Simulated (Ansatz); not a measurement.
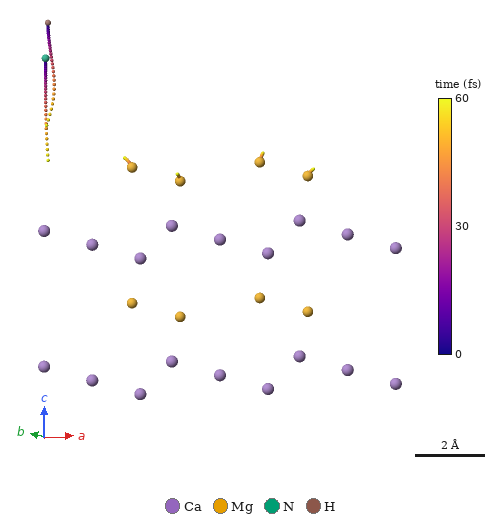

First-principles dynamics of NH on CaMg(001) (18 atoms in the cell), 60 fs long. Dots mark each atom's position at evenly spaced times, coloured by time; spheres stand at the starting positions. Fixed atoms have no trace. Seen slightly off an axis in the simulation cell, with the vacuum cut short.

Computed with DFT r2SCAN, scalar-relativistic, plane waves, PAW in Ansatz 0.2.0. Settings: plane-wave cutoff 500 eV; k-point mesh 2 × 2 × 1; Fermi-Dirac smearing 0.05 eV; low-accuracy preset; 4 atoms held fixed; constant energy (NVE); time step 0.5 fs; at the start 2 atoms move with typed velocities and the others are at rest.

The input:
```yaml
accuracy: low
crystal:
  lattice:
    - [7.932276, 0.0, 0.0]
    - [0.0, 7.932276, 0.0]
    - [0.0, 0.0, 20.949207]
  atoms:
    - { symbol: Ca, position: [0.0, 0.0, 0.0477345] }
    - { symbol: Mg, position: [0.25, 0.25, 0.1423953] }
    - { symbol: Ca, position: [0.0, 0.0, 0.2370561] }
    - { symbol: Mg, position: [0.25, 0.25, 0.3317169] }
    - { symbol: Ca, position: [0.0, 0.5, 0.0477345] }
    - { symbol: Mg, position: [0.25, 0.75, 0.1423953] }
    - { symbol: Ca, position: [0.0, 0.5, 0.2370561] }
    - { symbol: Mg, position: [0.25, 0.75, 0.3317169] }
    - { symbol: Ca, position: [0.5, 0.0, 0.0477345] }
    - { symbol: Mg, position: [0.75, 0.25, 0.1423953] }
    - { symbol: Ca, position: [0.5, 0.0, 0.2370561] }
    - { symbol: Mg, position: [0.75, 0.25, 0.3317169] }
    - { symbol: Ca, position: [0.5, 0.5, 0.0477345] }
    - { symbol: Mg, position: [0.75, 0.75, 0.1423953] }
    - { symbol: Ca, position: [0.5, 0.5, 0.2370561] }
    - { symbol: Mg, position: [0.75, 0.75, 0.3317169] }
    - { symbol: "N", position: [0.0014155, -0.0108893, 0.4784639] }
    - { symbol: H, position: [0.0127849, -0.0054425, 0.5276304] }
basis:
  ecutwfc: 500.0
kpoints:
  mp_grid: { grid: [2, 2, 1] }
hamiltonian:
  xc: r2scan
scf:
  occupations: { method: fermi_dirac, width: 0.05 }
  lower_state_search: "off"
md:
  timestep: 0.5
  n_steps: 120
  ensemble: nve
  initial_velocities: zero
  seed: 53322
  initial_site_velocities:
    - { site: 16, velocity: [0.0, 0.0, -0.022673] }
    - { site: 17, velocity: [0.0, 0.0, -0.022673] }
  constraints: [{ sites: [0, 4, 8, 12] }]
```

Command:
```bash
ansatz run input.yaml --threads 4 --pin off --max-ram 10240MiB --backend cpu --events-out ev --progress --plain --runs-dir out
```

Q: What do the traces tell about the motion?

A: Root-mean-square distances from the starting positions over the second half, with the common drift of all atoms taken out: H 2.01 Å, N 1.99 Å, Mg 0.14 Å, Ca 0.02 Å. The run lasts only 60 fs, too short to tell vibration from diffusion. Over the second half the temperature averages 2194 K (spread ±721 K). It is well above the start because potential energy is released as heat. The potential energy is still drifting at the end, so the run hasn't reached equilibrium. The potential energy in the second half lies on average 198 meV per atom below the first frame.

Limits of the set-up: the k-point mesh is coarse for a cell with partly filled bands; the program's low-accuracy preset was used; the periodic images lie only 7.9 Å apart, so the values are limited by the cell's size.
